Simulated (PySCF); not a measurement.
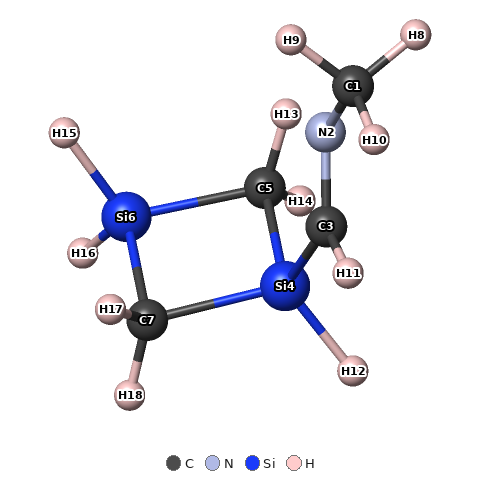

The molecule: C₄H₁₁NSi₂, SMILES C/N=C/[SiH]1C[SiH2]C1.

GIAO shifts, PBE0/pcSseg-1 in PySCF 2.14.0, at a PBE0-D3(BJ)/def2-SVP geometry (no frequency check), against TMS for ¹³C, TMS for ²⁹Si and NH₃ for ¹⁵N computed at the same level (¹⁵N: a single molecule, while the usual scales start at liquid NH₃ or nitromethane; multiply bonded nitrogen can come out tens of ppm too deshielded). Gas phase, fully decoupled, line heights follow the number of nuclei, widths are arbitrary (no quadrupolar broadening); values of one conformer, averaged over nuclei that symmetry, rotation about single bonds, ring flips or inversion at nitrogen exchange, these motions taken as fast; other conformers aren't averaged in.

> Which ¹³C signals does it give?

3 signals.


```
δ (ppm)  nuclei   atoms
  181.2       1      C3
   57.5       1      C1
   −8.7       2  C5, C7
```

> Which ²⁹Si signals does it give?

2 signals.


| δ (ppm) | nuclei | atoms |
| --- | --- | --- |
| −15.2 | 1 | Si4 |
| −30.3 | 1 | Si6 |

> Which ¹⁵N signals does it give?

1 signal.


| δ (ppm) | nuclei | atoms |
| --- | --- | --- |
| 444.7 | 1 | N2 |

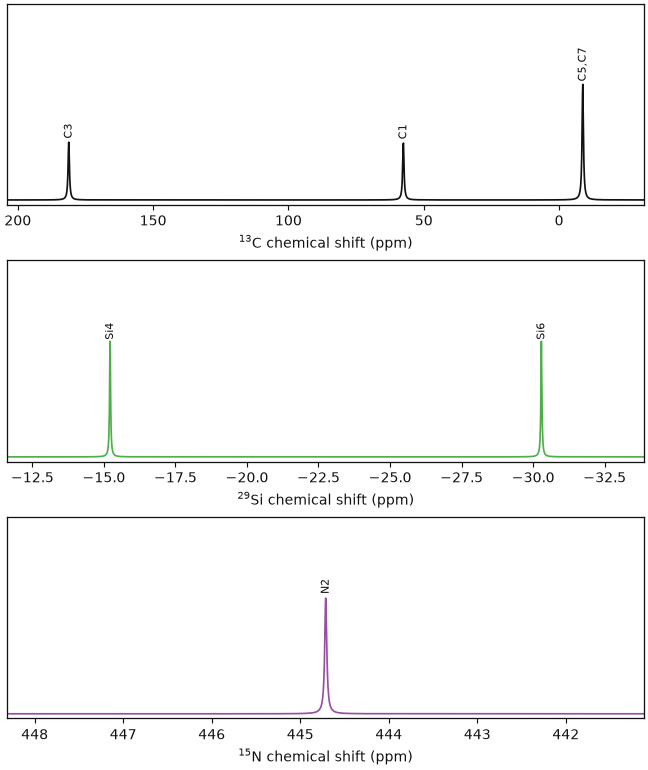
